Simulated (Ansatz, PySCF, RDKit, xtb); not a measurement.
# CH6Ge: a search for the lowest isomer, part 2 of 2

Only the formula CH6Ge is given. Aim: find the structure of lowest free energy at 298.15 K, then its properties.

xtb, Ansatz and PySCF; isolated molecules. The steps go on from the part before.

## 12. Frequencies after a tight-binding relaxation (GFN2-xTB)

Contents of start.xyz:

```xyz
8
c754a
C      0.413122     0.193180    -0.530094
Ge     0.633461     0.120226     1.422160
H     -0.002828    -0.744528    -0.897683
H     -0.260452     1.005044    -0.803237
H      1.375971     0.360971    -1.011965
H     -0.725893    -0.119435     2.106830
H      1.219225     1.445670     1.945741
H      1.587427    -1.025264     1.811853
```

The run is started by

```console
$ xtb start.xyz --gfn 2 --ohess tight
```

Log, shortened:

```text
* xtb version 6.7.1
[...]
          :  # basis functions                  20          :
[...]
          :  # electrons                        14          :
[...]
          :  Hamiltonian                  GFN2-xTB          :
[...]
          :  net charge                          0          :
          :  unpaired electrons                  0          :
[...]
   *** convergence criteria satisfied after 10 iterations ***
[...]
   *** GEOMETRY OPTIMIZATION CONVERGED AFTER 5 ITERATIONS ***
[...]
   *** convergence criteria satisfied after 3 iterations ***
[...]
         ::                     SUMMARY                     ::
         :::::::::::::::::::::::::::::::::::::::::::::::::::::
         :: total energy              -7.107118591039 Eh    ::
         :: gradient norm              0.000128903163 Eh/a0 ::
         :: HOMO-LUMO gap              8.815990488378 eV    ::
         ::.................................................::
         :: SCC energy                -7.186500133742 Eh    ::
         :: -> isotropic ES            0.000052051270 Eh    ::
         :: -> anisotropic ES          0.001952522693 Eh    ::
         :: -> anisotropic XC          0.003863027893 Eh    ::
         :: -> dispersion             -0.002796134859 Eh    ::
         :: repulsion energy           0.079381542703 Eh    ::
         :: add. restraining           0.000000000000 Eh    ::
         :: total charge              -0.000000000000 e     ::
         :::::::::::::::::::::::::::::::::::::::::::::::::::::
[...]
         7        2.0000           -0.4255098             -11.5787 (HOMO)
         8                         -0.1015281              -2.7627 (LUMO)
[...]
     #   Z          covCN         q      C6AA      α(0)
     1   6          3.663    -0.137    23.444     6.945
     2  32          3.707     0.088   170.127    23.419
     3   1          0.925     0.045     2.380     2.413
     4   1          0.925     0.045     2.380     2.413
     5   1          0.925     0.045     2.380     2.413
     6   1          0.939    -0.029     3.602     2.967
     7   1          0.939    -0.029     3.602     2.967
     8   1          0.939    -0.029     3.602     2.967
[...]
          | TOTAL ENERGY               -7.107118591039 Eh   |
          | TOTAL ENTHALPY             -7.044019329565 Eh   |
          | TOTAL FREE ENERGY          -7.074674975954 Eh   |
          | GRADIENT NORM               0.000128902095 Eh/α |
[...]
```

Wall time 0.099 s (2 threads of Arm Neoverse V2, shared host).

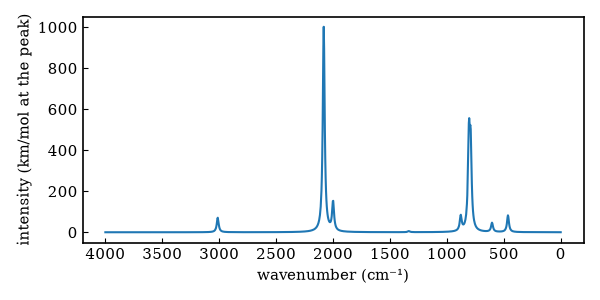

Harmonic infrared spectrum, unscaled, lines broadened by 10 cm⁻¹.

## 13. Electronic excitations (TD-B3LYP/def2-SVPD)

An in-house driver calls PySCF's response routines at TD-B3LYP/def2-SVPD; it has no typed input.

Log:

```text
coarse grid: 27432 points
cycle   1  E = -2118.4347281200  dE = -7.556e-01  |g| = 4.920e-01  |ddm| = 2.881e+00
cycle   2  E = -2118.4098866574  dE =  2.484e-02  |g| = 5.972e-01  |ddm| = 8.381e-01
cycle   3  E = -2118.4721893226  dE = -6.230e-02  |g| = 3.375e-02  |ddm| = 5.545e-01
cycle   4  E = -2118.4725088619  dE = -3.195e-04  |g| = 1.428e-02  |ddm| = 5.382e-02
cycle   5  E = -2118.4725491236  dE = -4.026e-05  |g| = 1.950e-03  |ddm| = 1.379e-02
cycle   6  E = -2118.4725503215  dE = -1.198e-06  |g| = 1.734e-04  |ddm| = 3.538e-03
final grid: 56480 points
cycle   7  E = -2118.4725298530  dE = -2.376e-08  |g| = 1.646e-04  |ddm| = 2.904e-03
cycle   8  E = -2118.4725298527  dE =  2.742e-10  |g| = 2.043e-04  |ddm| = 4.699e-04
cycle   9  E = -2118.4725298588  dE = -6.120e-09  |g| = 1.250e-05  |ddm| = 1.919e-04
cycle  10  E = -2118.4725298589  dE = -5.502e-11  |g| = 2.105e-06  |ddm| = 2.293e-05
converged SCF energy = -2118.4725298589

Static polarisability (au): isotropic 47.281, principal 44.365 44.366 53.111

Singlet excitations
state   eV       nm        f      main configurations
  1   7.8714    157.5   0.01023   H->L 0.99
  2   8.1778    151.6   0.05501   H-1->L 0.93
  3   8.1779    151.6   0.05501   H-2->L 0.93
  4   8.4885    146.1   0.40392   H->L+1 0.95
  5   8.5468    145.1   0.06928   H-1->L+1 0.92
  6   8.5468    145.1   0.06928   H-2->L+1 0.92
  7   8.9003    139.3   0.00000   H->L+2 0.96
  8   8.9005    139.3   0.00000   H->L+3 0.96

Triplet excitations (Tamm-Dancoff, eV): 7.5129 7.7094 7.7095
```

It took 3.6 s on 2 threads of Arm Neoverse V2, shared host.

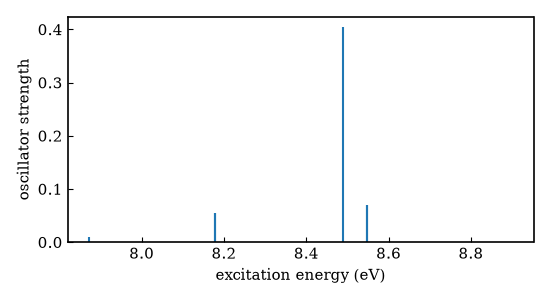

Vertical excitations as sticks.

The roots found:

| excited state | energy (eV) | strength |
| --- | --- | --- |
| 1 | 7.871 | 0.0102 |
| 2 | 8.178 | 0.0550 |
| 3 | 8.178 | 0.0550 |
| 4 | 8.489 | 0.4039 |
| 5 | 8.547 | 0.0693 |
| 6 | 8.547 | 0.0693 |
| 7 | 8.900 | 0.0000 |
| 8 | 8.900 | 0.0000 |

## 14. NMR shieldings (GIAO PBE0/pcSseg-1)

An in-house driver calls PySCF's response routines at GIAO PBE0/pcSseg-1; it has no typed input.

Log:

```text
coarse grid: 27432 points
cycle   1  E = -2118.1140563785  dE = -8.309e-01  |g| = 8.609e-01  |ddm| = 2.393e+00
cycle   2  E = -2118.0918434172  dE =  2.221e-02  |g| = 8.601e-01  |ddm| = 7.563e-01
cycle   3  E = -2118.1659457372  dE = -7.410e-02  |g| = 7.784e-02  |ddm| = 4.891e-01
cycle   4  E = -2118.1669451454  dE = -9.994e-04  |g| = 1.934e-02  |ddm| = 6.988e-02
cycle   5  E = -2118.1670405409  dE = -9.540e-05  |g| = 3.001e-03  |ddm| = 1.632e-02
cycle   6  E = -2118.1670422914  dE = -1.751e-06  |g| = 4.897e-04  |ddm| = 3.371e-03
final grid: 56480 points
cycle   7  E = -2118.1670334267  dE = -2.192e-08  |g| = 5.687e-04  |ddm| = 1.181e-03
cycle   8  E = -2118.1670334201  dE =  6.637e-09  |g| = 7.448e-04  |ddm| = 9.722e-04
cycle   9  E = -2118.1670334757  dE = -5.559e-08  |g| = 4.222e-05  |ddm| = 4.228e-04
cycle  10  E = -2118.1670334763  dE = -5.894e-10  |g| = 3.170e-06  |ddm| = 5.890e-05
converged SCF energy = -2118.1670334763

GIAO shielding tensors (ppm)
atom      isotropic    diamagn.    paramagn.     s11        s22        s33       span
  0 C      194.586     251.372     -56.787    192.845    195.455    195.456      2.611
  1 Ge    1557.315    2755.440   -1198.124   1506.510   1506.519   1658.917    152.407
  2 H       31.265      30.841       0.425     26.065     28.221     39.510     13.445
  3 H       31.265      30.641       0.624     26.065     28.221     39.510     13.445
  4 H       31.265      29.914       1.351     26.065     28.221     39.510     13.445
  5 H       27.436      28.251      -0.815     21.487     22.432     38.388     16.901
  6 H       27.436      27.948      -0.513     21.487     22.432     38.388     16.901
  7 H       27.436      28.013      -0.577     21.487     22.432     38.388     16.901
```

Wall time 2.5 s (2 threads of Arm Neoverse V2, shared host).

Isotropic shieldings, averaged over atoms that the bond graph makes equivalent (absolute, not shifts):

| atoms | shielding (ppm) |
| --- | --- |
| C1 | 194.6 |
| Ge2 | 1557.3 |
| H3, H4, H5 | 31.27 |
| H6, H7, H8 | 27.44 |

## 15. The cation at the same geometry (PBE0/def2-TZVPD)

Contents of input.yaml:

```yaml
crystal:
  periodic: [false, false, false]
  atoms:
    - {symbol: C, position_ang: [0.413122, 0.193180, -0.530094]}
    - {symbol: Ge, position_ang: [0.633461, 0.120226, 1.422160]}
    - {symbol: H, position_ang: [-0.002828, -0.744528, -0.897683]}
    - {symbol: H, position_ang: [-0.260452, 1.005044, -0.803237]}
    - {symbol: H, position_ang: [1.375971, 0.360971, -1.011965]}
    - {symbol: H, position_ang: [-0.725893, -0.119435, 2.106830]}
    - {symbol: H, position_ang: [1.219225, 1.445670, 1.945741]}
    - {symbol: H, position_ang: [1.587427, -1.025264, 1.811853]}
basis:
  gaussian:
    orbitals: def2-TZVPD
total_charge: 1
magnetization:
  spin_polarized: true
  initial_magnetization: 1
hamiltonian:
  xc: pbe0
```

The run is started by

```console
$ ansatz run input.yaml --threads 2 --pin off --max-ram 4350MiB --events-out events.jsonl --progress --plain --runs-dir runs
```

Log:

```text
Warning: RAYON_NUM_THREADS=2 ignored (pool sized by the plan → 2); use --threads N
[... 2 set-up lines as earlier in the session ...]
  parameter a = 0.25
  parameter kappa = 0.804
  parameter beta = 0.06672455060314922
  exchange = (1 - a)*pbe_x(kappa = kappa, mu = beta*pi^2/3) + a*exact_x
  correlation = pbe_c(beta = beta)
906 factors; their error is unknown
mean field evaluation 1: about -57620.9861 eV, gradient 5.1e1 eV
mean field evaluation 2: about -57600.8780 eV, gradient 6.7e1 eV
mean field evaluation 4: about -57632.9394 eV, gradient 4.4e0 eV
mean field evaluation 8: about -57633.0458 eV, gradient 8.6e-1 eV
mean field evaluation 16: about -57633.6630 eV, gradient 3.1e-1 eV
mean field evaluation 32: about -57633.2091 eV, gradient 6.0e0 eV
mean field -57633.66775367 eV, -2117.9982244442 hartree, gradient 1.2e-5 eV, S^2 0.754102; 4 other end points of the search recorded, 0 dependent functions left out
reference -57633.66778241 eV, -2117.9982255005 hartree; 22, 21 occupied and 123, 124 virtual orbitals, 906 factors
Total energy: -57633.66778241 eV, -2117.9982255005 hartree
```

It took 7.5 s on 2 threads of Arm Neoverse V2, shared host.

Difference from the parent: 11.15 eV.

## 16. The anion at the same geometry (PBE0/def2-TZVPD)

Contents of input.yaml:

```yaml
crystal:
  periodic: [false, false, false]
  atoms:
    - symbol: C
      position_ang: [0.413122, 0.193180, -0.530094]
    - symbol: Ge
      position_ang: [0.633461, 0.120226, 1.422160]
    - symbol: H
      position_ang: [-0.002828, -0.744528, -0.897683]
    - symbol: H
      position_ang: [-0.260452, 1.005044, -0.803237]
    - symbol: H
      position_ang: [1.375971, 0.360971, -1.011965]
    - symbol: H
      position_ang: [-0.725893, -0.119435, 2.106830]
    - symbol: H
      position_ang: [1.219225, 1.445670, 1.945741]
    - symbol: H
      position_ang: [1.587427, -1.025264, 1.811853]
basis:
  gaussian: {orbitals: def2-TZVPD}
total_charge: -1
magnetization: {spin_polarized: true, initial_magnetization: 1}
hamiltonian: {xc: pbe0}
scf: {lower_state_search: off}
```

The run is started by

```console
$ ansatz run input.yaml --threads 2 --pin off --max-ram 4350MiB --events-out events.jsonl --progress --plain --runs-dir runs
```

Log, shortened:

```text
Warning: RAYON_NUM_THREADS=2 ignored (pool sized by the plan → 2); use --threads N
[... 2 set-up lines as earlier in the session ...]
[...]
906 factors; their error is unknown
[...]
mean field -57643.50439158 eV, -2118.3597142200 hartree, gradient 5.0e-6 eV, S^2 0.750405; 0 other end points of the search recorded, 0 dependent functions left out
reference -57643.50442721 eV, -2118.3597155293 hartree; 23, 22 occupied and 122, 123 virtual orbitals, 906 factors
Total energy: -57643.50442721 eV, -2118.3597155293 hartree
Checks for a lower state left out: stability, starts, cluster_reference, orbital_swaps, neighbouring_geometries, increment
```

Wall time 3 s (2 threads of Arm Neoverse V2, shared host).

Parent less the species with the added electron: -1.31 eV. The extra electron isn't bound at this geometry, so the number measures the basis, not the molecule.

## 17. The triplet at the same geometry (PBE0/def2-TZVPD)

Contents of input.yaml:

```yaml
crystal:
  periodic: [false, false, false]
  atoms:
    - {symbol: C, position_ang: [0.413122, 0.193180, -0.530094]}
    - {symbol: Ge, position_ang: [0.633461, 0.120226, 1.422160]}
    - {symbol: H, position_ang: [-0.002828, -0.744528, -0.897683]}
    - {symbol: H, position_ang: [-0.260452, 1.005044, -0.803237]}
    - {symbol: H, position_ang: [1.375971, 0.360971, -1.011965]}
    - {symbol: H, position_ang: [-0.725893, -0.119435, 2.106830]}
    - {symbol: H, position_ang: [1.219225, 1.445670, 1.945741]}
    - {symbol: H, position_ang: [1.587427, -1.025264, 1.811853]}
basis:
  gaussian:
    orbitals: def2-TZVPD
hamiltonian:
  xc: pbe0
magnetization:
  spin_polarized: true
  initial_magnetization: 2
```

The run is started by

```console
$ ansatz run input.yaml --threads 2 --pin off --max-ram 4350MiB --events-out events.jsonl --progress --plain --runs-dir runs
```

Log, shortened:

```text
Warning: RAYON_NUM_THREADS=2 ignored (pool sized by the plan → 2); use --threads N
[... 7 set-up lines as earlier in the session ...]
906 factors; their error is unknown
mean field evaluation 1: about -57628.4038 eV, gradient 4.1e1 eV
mean field evaluation 2: about -57609.6547 eV, gradient 6.3e1 eV
mean field evaluation 4: about -57635.5100 eV, gradient 1.2e1 eV
mean field evaluation 8: about -57636.7925 eV, gradient 2.1e0 eV
mean field evaluation 16: about -57637.3176 eV, gradient 1.8e-1 eV
mean field evaluation 32: about -57636.6043 eV, gradient 6.9e0 eV
mean field -57637.31784184 eV, -2118.1323627104 hartree, gradient 1.6e-5 eV, S^2 2.003532; 7 other end points of the search recorded, 0 dependent functions left out
reference -57637.31788144 eV, -2118.1323641658 hartree; 23, 21 occupied and 122, 124 virtual orbitals, 906 factors
Total energy: -57637.31788144 eV, -2118.1323641658 hartree
```

Run time: 6.9 s. Hardware: 2 threads of Arm Neoverse V2, shared host.

It lies 7.50 eV above the singlet.

## 18. Stability of the closed-shell solution (PBE0/def2-SVP)

Contents of mol.xyz:

```xyz
8

C      0.413122     0.193180    -0.530094
Ge     0.633461     0.120226     1.422160
H     -0.002828    -0.744528    -0.897683
H     -0.260452     1.005044    -0.803237
H      1.375971     0.360971    -1.011965
H     -0.725893    -0.119435     2.106830
H      1.219225     1.445670     1.945741
H      1.587427    -1.025264     1.811853
```

Contents of calc.py:

```python
# [CH3][GeH3]
from pyscf import gto, dft

mol = gto.M(
    atom='mol.xyz',
    basis='def2-svp',
    verbose=3,
    charge=0,
    max_memory=3100,
)

mf = dft.RKS(mol, xc='pbe0')
mf = mf.density_fit(auxbasis='def2-universal-jkfit')
mf.grids.level = 3
mf.max_cycle = 100
mf.kernel()
if not mf.converged:
    mf = mf.newton().run(mf.mo_coeff, mf.mo_occ)

e_final = mf.e_tot
print('E(%s) = %.9f' % ('PBE0', e_final))
mo_i, mo_e, stable_i, stable_e = mf.stability(internal=True, external=True, return_status=True)
print('stable: internal', stable_i, 'external', stable_e)
```

The run is started by

```console
$ OMP_NUM_THREADS=2 python calc.py
```

Log:

```text
converged SCF energy = -2118.10109752343
E(PBE0) = -2118.101097523
<class 'pyscf.df.df_jk.DFRKS'> wavefunction is stable in the internal stability analysis
<class 'pyscf.df.df_jk.DFRKS'> wavefunction is stable in the real -> complex stability analysis
<class 'pyscf.df.df_jk.DFRKS'> wavefunction is stable in the RHF/RKS -> UHF/UKS stability analysis
stable: internal True external True
```

It took 31 s on 2 threads of Arm Neoverse V2, shared host; peak memory 0.46 GiB.

## 19. What came out

What follows sums up all 2 parts.

```
                                                     quantity                                                                   value
                                       lowest structure found                                               [CH3][GeH3], singlet, C3v
                                                       funnel  12 starts, 5 minima at GFN2-xTB, 3 screening runs, 2 relaxed, 1 ranked
                                         CPU time of all runs                                                                 7.2 min
harmonic wavenumbers, lowest and highest (B3LYP-D4/def2-TZVP)                                                       163 and 3127 cm⁻¹
                          rotational constants, same geometry                                                       1.78, 0.2842 cm⁻¹
                              dipole moment (PBE0/def2-TZVPD)                                                                  0.70 D
                                HOMO energy (PBE0/def2-TZVPD)                                                                -8.89 eV
                                LUMO energy (PBE0/def2-TZVPD)                                                                 0.21 eV
                              HOMO–LUMO gap (PBE0/def2-TZVPD)                                                                 9.10 eV
                       lowest excitation (TD-B3LYP/def2-SVPD)                                                     7.87 eV (f = 0.010)
          lowest triplet excitation, same level, Tamm-Dancoff                                                                 7.51 eV
                                   vertical ionisation energy                                                                11.15 eV
                                   vertical electron affinity                      -1.31 eV (unbound: the value depends on the basis)
                                vertical triplet less singlet                                                                +7.50 eV
```

In words: `[CH3][GeH3]` comes out lowest. Only this structure reached the final ranking, so no rival was compared at the last level. The largest share of the time went into recheck (22 %). A measured dipole moment is 0.643 D (NIST CCCBDB Release 22 (SRD 101), experimental dipoles). The calculated dipole moment of 0.70 D is off by +0.06 D. Lowest found is not proven lowest: the search is finite, and each finalist counts with one conformer. Patterns outside the rules of the enumeration were met only by chance.
